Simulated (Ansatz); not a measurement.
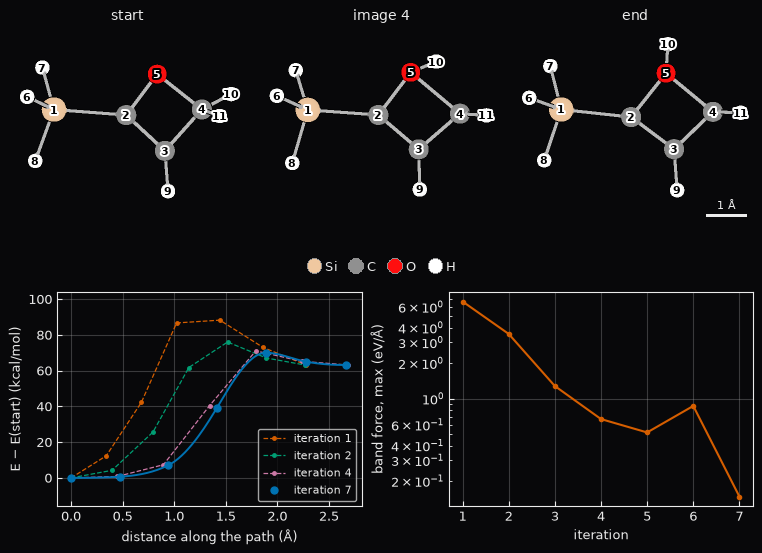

A search for the minimum-energy path of C3H6OSi by the nudged elastic band. Images are numbered from 0 (start) to 6 (end). The plot follows the band through its iterations. A ball-and-stick model, seen at a tilt.

Level of theory: RKS B3LYP-D4/def2-SVP in Ansatz 0.2.0. Set-up: 5 movable images; climbing image; force threshold 0.2 eV/Å; iteration limit 60; starting path through a guess of the saddle point.

> How did the profile develop, and is the result final?

The run met only a loose threshold, so the barrier can't be trusted yet. The band converged in 7 iterations. The largest component of the band force went from 6.7 to 0.15 eV/Å. The climbing image converged on the top of the path. Its curvatures weren't checked. The force threshold is so loose that the height of the top is at best an upper bound. The first iteration put the highest image at 88.3 kcal/mol. The highest point, image 4, lies 70.0 kcal/mol above the start and 6.8 kcal/mol above the end; the end is at +63.2 kcal/mol relative to the start.

The run took 63 s on 2 threads of AMD EPYC 9R14 (Zen 4) (shared host), peak memory 0.25 GiB.
